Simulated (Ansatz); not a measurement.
Run report: C4H3NS4, molecular dynamics (part 4 of 4)

Continued. System: C4H3NS4 (disordered cell, 36 atoms in the cell). Method: DFT PBE-D3(BJ), scalar-relativistic, plane waves, PAW, no spin polarisation (Ansatz 0.2.0); cutoff 420 eV, 1×1×1 k-mesh, Fermi–Dirac smearing of 0.02 eV. It belongs to a series of runs on one base structure; here: dynamics from the start.

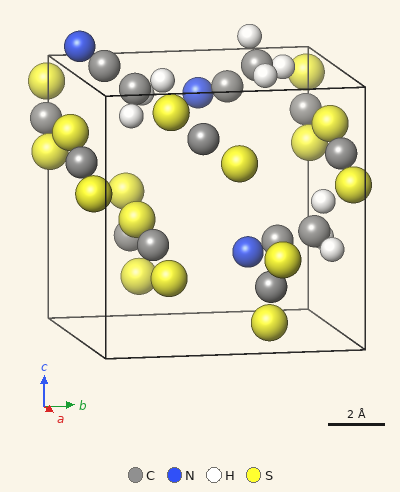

Fig. 1: The geometry at step 150 of the log (spheres-only view of the cell of the calculation, seen slightly off an axis).

Trajectory as extended XYZ, continued
```
36
Lattice="9.5134 0.0000 0.0000 0.0000 9.5134 0.0000 0.0000 0.0000 9.5134" Properties=species:S:1:pos:R:3:forces:R:3 step=150 time_fs=75.0 energy=-15125.55761 temperature=981.5
C     2.2820    7.1416    9.2727   -0.8169   1.6223  -0.3967
C     1.6164    6.1961    8.4358    1.0642   1.3937   1.6805
N     1.0476    5.2545    8.1502   -1.6876  -2.5772  -1.6314
H     3.3119    7.2112    9.0546    1.5160  -0.0827  -0.2331
H     1.8973    8.1678    9.1227   -0.0316  -0.2975   0.0832
H     2.1480    6.8955   10.3125   -0.0946  -0.3103   0.5945
C     2.8892    2.5348    8.6668    2.9702  -0.0879  -0.3161
C     3.1234    1.3622    9.5734   -2.0047   1.3487  -0.0770
N     3.1253    0.4584   10.3131    0.3832   0.3942  -0.4392
H     3.4865    3.4118    9.0379   -0.4376  -0.6002   0.2804
H     3.5776    2.2498    7.8012   -1.1995   0.4234   0.2420
H     1.9320    3.0013    8.3481   -0.0265  -1.1285   0.4145
C     4.2992    8.7941    3.5159    2.0510   1.1801   1.4048
C     4.4625    7.4120    3.2412   -0.7051  -1.1426  -0.2569
N     4.5596    6.3066    2.8901    0.0625   0.0532   0.1942
H     3.4005    9.2558    3.1722   -0.8476  -0.0023  -0.5344
H     4.4501    9.0904    4.6097   -0.2163  -0.7039  -1.2544
H     5.1617    9.2557    2.9714   -0.5646   0.2079   0.2866
S     8.7730    0.0961    8.4748   -1.0055   0.0785   1.3843
C     9.7080   -0.1262    7.2835    1.0543   0.1705  -0.1638
S    10.8740   -0.2440    6.2599    0.1445  -0.2325  -0.7662
S     0.1675    2.7955    4.5294    0.4164  -0.2099  -0.9476
C     0.3440    2.9090    2.9594   -0.8287   0.6107   0.6941
S     0.2192    3.2728    1.4382    0.4313  -0.3597   0.2234
S     6.7895    5.5061    6.4552   -0.5570  -0.0757  -0.2397
C     6.3326    4.2824    7.3205    1.2470   1.7187  -0.9677
S     6.2590    3.1181    8.3072   -0.4930  -1.5914   1.1139
S     7.2112    6.5060    0.7294   -2.1701  -0.2924  -3.1079
C     7.7728    6.4491    2.1199    2.5741   0.6450   2.0539
S     8.8378    6.6418    3.2523   -0.3255  -0.3138   0.9900
S     3.9923    2.3619    4.1149   -5.0212  -1.0394   3.7551
C     5.2029    2.6861    3.3625    4.5151   1.3569  -3.9041
S     6.3125    3.0285    2.3102    0.4133   0.0265   0.3089
S     4.6092    9.3036    7.4463   -1.8582  -0.4484   1.5194
C     5.8149    9.4431    6.5451    4.1188   0.4871  -2.8387
S     7.1203    9.6045    5.6041   -2.0702  -0.2209   0.8511
```
